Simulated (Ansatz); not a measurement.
# Si3C3N8: the cell at several levels of theory

How does the equilibrium cell of Si3C3N8 in the beta-nitride host structure depend on the functional? It is relaxed with PBE and r2SCAN. This is a trial cell built on a prototype, not taken from a measured structure, and it needn't be the compound's ground state.

Code: Ansatz 0.2.0. PAW datasets, plane waves, zero pressure. Computed, not measured; no magnetism was allowed, and the structure may never have been made.

### 1 The system as given

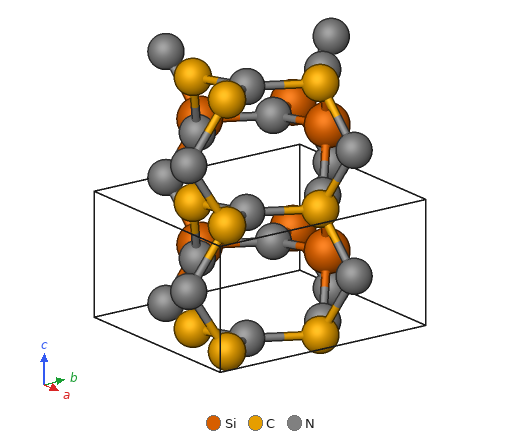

The structure, slightly off an axis: silicon orange, carbon amber, nitrogen grey. 1×1×2 cells are drawn.

As a file:

```xyz
14
Lattice="7.2416 0.0000 0.0000 -3.6208 6.2714 0.0000 0.0000 0.0000 2.7665" Properties=species:S:1:pos:R:3 pbc="T T T"
Si   -1.3136    5.1736    1.3833
C     2.1044    1.4492    0.0000
C     3.8237    3.7244    0.0000
Si   -0.2029    2.5470    1.3833
Si    1.5164    4.8222    1.3833
C     4.9344    1.0978    0.0000
N     0.0000    4.1809    1.3833
N     3.6208    2.0905    0.0000
N     4.5931    4.2009    1.3833
N    -1.3416    6.0782    0.0000
N     2.3139    4.3941    0.0000
N     1.3069    1.8773    1.3833
N    -0.9723    2.0705    0.0000
N     4.9624    0.1932    1.3833
```

### 2 Relaxation with PBE

input.yaml

```yaml
crystal:
  lattice:
    - [7.24160027, 0.0, 0.0]
    - [-3.62080013, 6.2714098, 0.0]
    - [0.0, 0.0, 2.76654185]
  atoms:
    - { symbol: Si, position: [0.23108243, 0.82494615, 0.5] }
    - { symbol: C, position: [0.40613628, 0.23108243, 0.0] }
    - { symbol: C, position: [0.82494615, 0.59386372, 0.0] }
    - { symbol: Si, position: [0.17505385, 0.40613628, 0.5] }
    - { symbol: Si, position: [0.59386372, 0.76891757, 0.5] }
    - { symbol: C, position: [0.76891757, 0.17505385, 0.0] }
    - { symbol: "N", position: [0.33333333, 0.66666667, 0.5] }
    - { symbol: "N", position: [0.66666667, 0.33333333, 0.0] }
    - { symbol: "N", position: [0.96919449, 0.6698534, 0.5] }
    - { symbol: "N", position: [0.29934109, 0.96919449, 0.0] }
    - { symbol: "N", position: [0.6698534, 0.70065891, 0.0] }
    - { symbol: "N", position: [0.3301466, 0.29934109, 0.5] }
    - { symbol: "N", position: [0.03080551, 0.3301466, 0.0] }
    - { symbol: "N", position: [0.70065891, 0.03080551, 0.5] }
kpoints:
  mp_grid: { grid: [6, 6, 8] }
hamiltonian:
  xc: pbe
scf:
  occupations: { method: fermi_dirac, width: 0.02 }
relax:
  f_tol: 0.005
  cell: {}
```

After this run come: r2SCAN: cell and atoms.

What does the calculation give? Wanted: for each run, a; c; volume; space group; SCF geometries.

As calculated:

```
 level  a (Å)  c (Å)  volume (Å³/atom)  space group  SCF geometries
   PBE  7.084  2.683             8.327          P-6              15
r2SCAN  7.042  2.668             8.186          P-6               9
```

**Reading.** The first relaxation changed the volume by -7.2 % from the start. r2SCAN gives the smallest cell and PBE the largest; they differ by 1.7 % in volume, a mean of 0.6 % in length.
